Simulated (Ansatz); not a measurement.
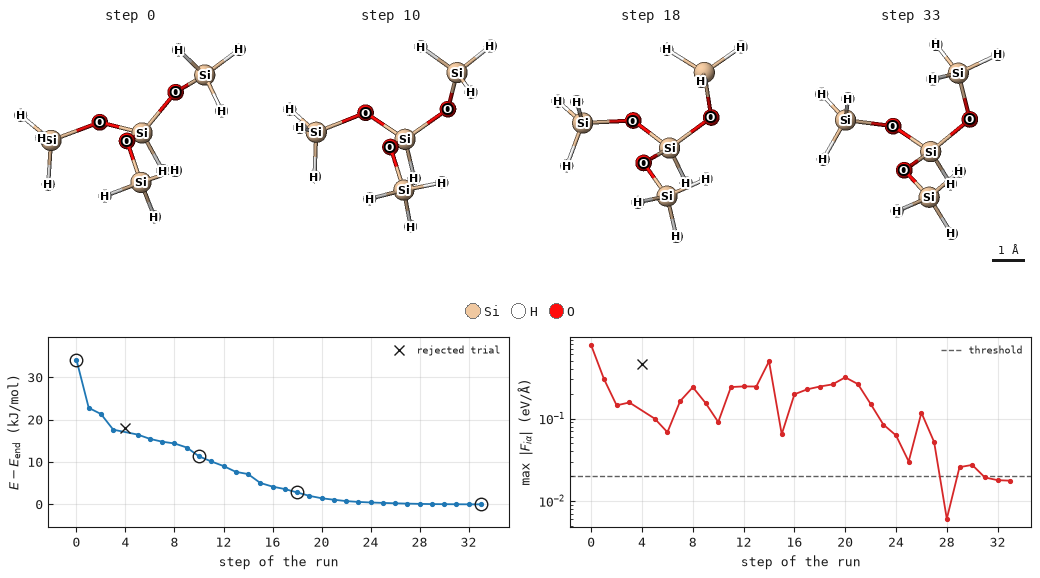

Frames of a relaxation of Si4H10O3, marked on the history of the run. A ball-and-stick model, seen from a free direction.

The run prepares the start of a later molecular dynamics calculation, from a guessed geometry.

Computed with RKS B3LYP-D4/STO-3G (Ansatz 0.2.0). Set-up: no spin polarisation; force threshold 0.02 eV/Å; at most 40 steps.

What happens along the run?

Answer. The largest move after the best rigid fit is that of an H atom, 2.43 Å. By element the largest moves are H 2.43 Å, O 1.05 Å, Si 0.89 Å. Some distances before and after: O–Si 1.680 → 1.699 Å, H–Si 1.460 → 1.451 Å. Bond angles that change, for instance: Si–O–Si 125.0° → 117.9°, O–Si–O 109.5° → 102.7°, Si–O–Si 125.0° → 119.5°. Groups turn about O–Si by about 90°, O–Si by about 55°, O–Si by about 40°. After 32 accepted moves (33 points after the start) the energy has fallen by 34.1 kJ/mol. Largest force component: 0.77 eV/Å at the start, 0.018 eV/Å at the end. The line search rejected the trial step at point 4 of the run. Cost: 2.8 min on 1 thread of Arm Neoverse V2, on a shared host, peak memory 0.18 GiB. From step 0 to 10: an H atom moves most (0.88 Å), energy −22.8 kJ/mol. From step 10 to 18: H atoms move most (1.01 Å), energy −8.52 kJ/mol. From step 18 to 33: an H atom moves most (0.92 Å), energy −2.82 kJ/mol.

Limits of the set-up: STO-3G is a minimal basis, so the numbers are rough.
